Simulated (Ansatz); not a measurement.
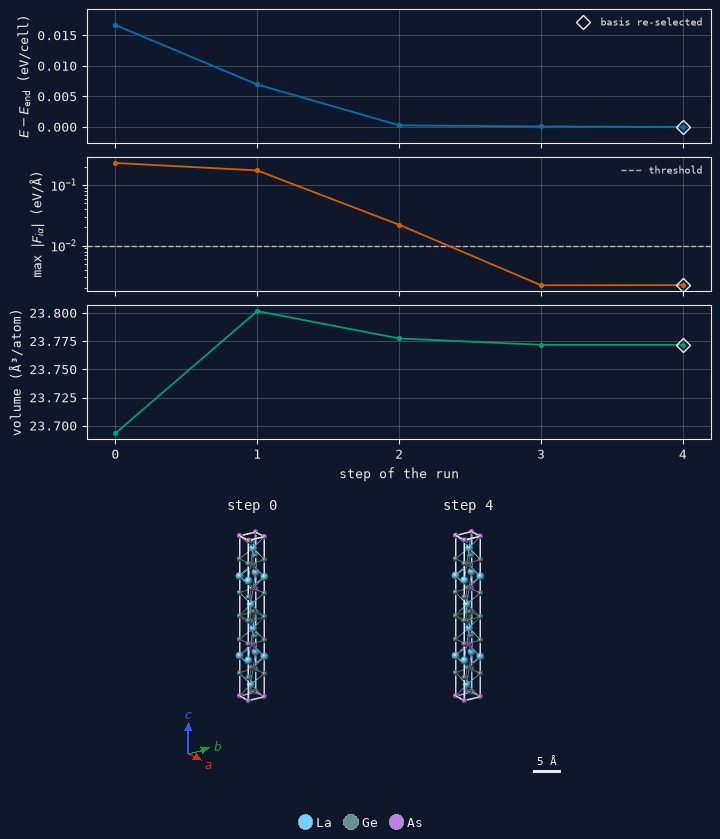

First and last geometry of a relaxation of crystalline La2Ge5As (a generated structure, set up in R-3m), with the history of the run. The picture is a ball-and-stick view of the conventional cell (3 times the calculation's cell), seen slightly off an axis. Lengths and directions refer to the drawn axes.

Computed with Ansatz 0.2.0, DFT PBE, scalar-relativistic, plane waves, PAW. Settings: plane-wave cutoff 420 eV; k-point mesh 12 × 12 × 12; occupations gaussian; smearing width 0.1 eV; no spin polarisation; cell and atoms relaxed; force threshold 0.01 eV/Å; at most 80 steps.

Question: Read the history and describe the run.

Answer: It converged. The largest moves relative to the cell, 0.042 Å, are those of Ge atoms. Largest moves by element: Ge 0.042 Å, La 0.033 Å. As stays in place. The volume changes by +0.3 %, with a = b 4.653 → 4.655 Å (0.0 %), c 30.322 → 30.403 Å (+0.3 %). Near-neighbour distances that change, for instance: Ge–La 3.262 → 3.195 Å, Ge–La 3.113 → 3.150 Å, As–La 3.665 → 3.693 Å, Ge–La 3.276 → 3.300 Å. The space group stays R-3m (No. 166). The energy falls by 16.7 meV per cell of the calculation in 3 accepted moves (4 points after the start). Largest force component: 0.23 eV/Å at the start, 0.0022 eV/Å at the end. Pressure: 0.05 GPa at the start and 0.00 GPa at the end. At 1 point the geometry stayed and the basis and grid were re-selected for the new cell (energy shift of 0.1 meV per cell of the calculation at most each time). Cost: 18 min on 1 thread of Arm Neoverse V1, on a shared host, peak memory 1.6 GiB.
